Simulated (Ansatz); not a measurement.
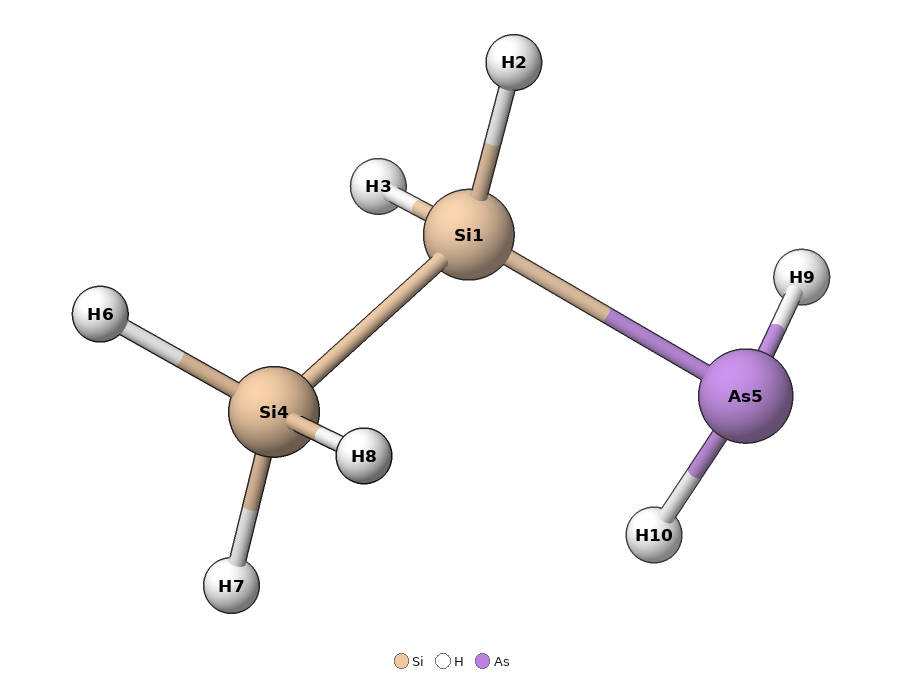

The computed structure is the end point of a PBE0-D4/def2-TZVP optimisation.

List the bonds and their lengths.

```csv
bond,length (Å)
Si1–H2,1.489
Si1–H3,1.489
Si1–Si4,2.337
Si1–As5,2.372
Si4–H6,1.488
Si4–H7,1.488
Si4–H8,1.488
As5–H9,1.523
As5–H10,1.523
```
